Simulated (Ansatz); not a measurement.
Redistribution: C2H5Br + CHCl2I → C2H5I + CHBrCl2

Species: C2H5Br (bromoethane) `CCBr`, singlet; CHCl2I (dichloroiodomethane) `ClC(Cl)I`, singlet; C2H5I (iodoethane) `CCI`, singlet; CHBrCl2 (bromodichloromethane) `ClC(Cl)Br`, singlet. The partners trade Br for I; both sit on C, so the bond types are kept.

Shapes, held fixed at every level: PBE0-D4/def2-TZVP. Programs: Ansatz 0.2.0. The zero-point and thermal change to 298 K, harmonic and unscaled (PBE0-D4/def2-TZVP), is -0.4 kJ/mol.

| level | kind | ΔH(298 K) (kJ/mol) | less CCSD(T)/def2-TZVPP |
| --- | --- | --- | --- |
| B3LYP-D4/def2-TZVPP | global hybrid | +0.4 | +1.9 |
| BHLYP-D4/def2-TZVPP | global hybrid | +0.7 | +2.2 |
| MP2/def2-SVP | perturbation theory | -3.5 | -2.0 |
| MP2/def2-TZVPP | perturbation theory | -1.2 | +0.3 |
| CCSD/def2-SVP | coupled cluster or CI | -3.2 | -1.7 |
| CCSD/def2-TZVPP | coupled cluster or CI | -1.4 | +0.1 |
| CCSD(T)/def2-TZVPP | coupled cluster or CI | -1.5 | 0.0 |

The highest level, CCSD(T)/def2-TZVPP, gives ΔH(298 K) = -1.5 kJ/mol; the levels span -3.5 to +0.7. That is about zero within the method's error. They disagree on the sign: 2 of 7 are positive. The column of differences is taken from that level and isn't an error. No measured value is set beside it here. For atoms past krypton def2 sets carry core potentials with scalar relativity. Relativity is left out for Br. Outer-core shells of Br, I are correlated, in sets that cover them unevenly.

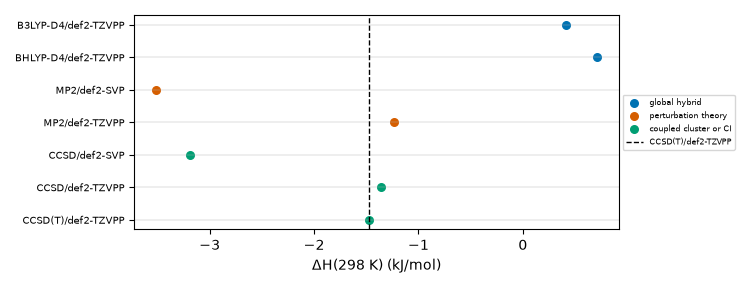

The values of the table, level by level.
